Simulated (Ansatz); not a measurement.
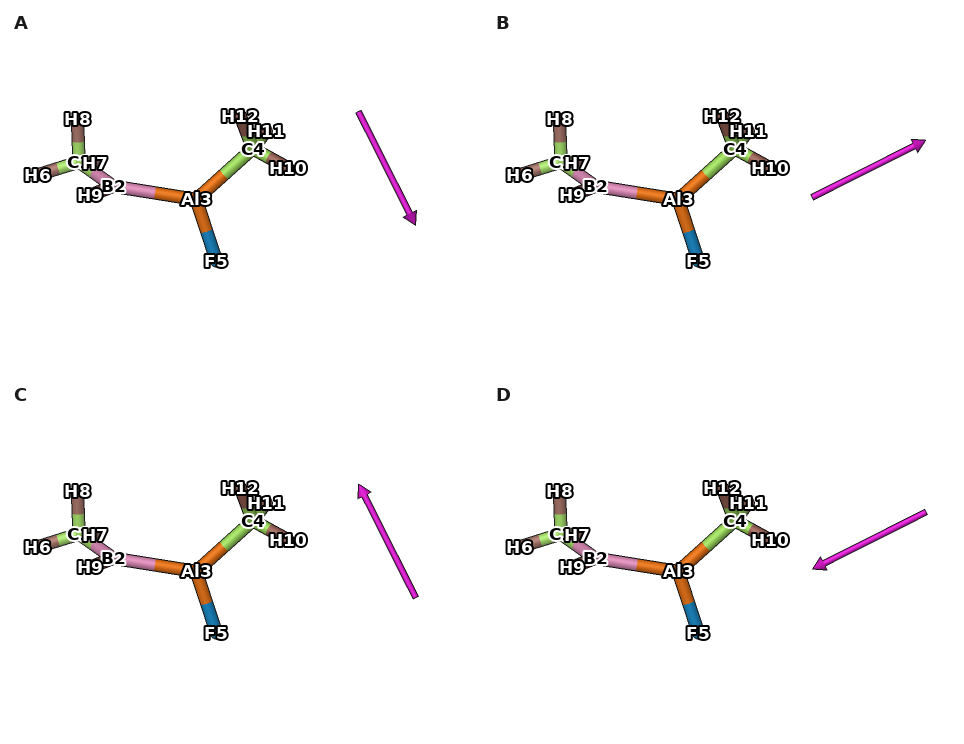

The same molecule four times, each with an arrow. Computed geometry: PBE-D4/def2-SVP optimisation. No frequency run is at hand to confirm it as a minimum. Method: RKS PBE-D4/def2-SVP (Ansatz 0.2.0).

### Which arrow points along the dipole moment, from the negative to the positive end?

C. The dipole moment is 2.38 D; it points from the side of F5 to the side of H8 (the outermost atoms at the two ends).
